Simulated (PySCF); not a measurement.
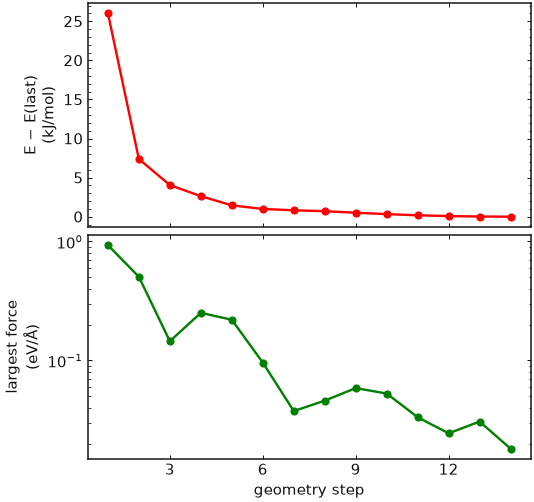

History of a geometry optimisation.

- system: CH9Ge2O2P (SMILES C[O][GeH2][O][GeH2][PH2])
- method: PBE0-D3(BJ)/def2-SVP, geometry optimisation in PySCF

How did it end, and what did it gain?

Answer. The optimisation met its thresholds at geometry 14, counting the start as the first. The energy fell by about 26 kJ/mol from the first step to the last. The largest force goes from about 0.93 eV/Å at the start to 0.018 eV/Å at the end.
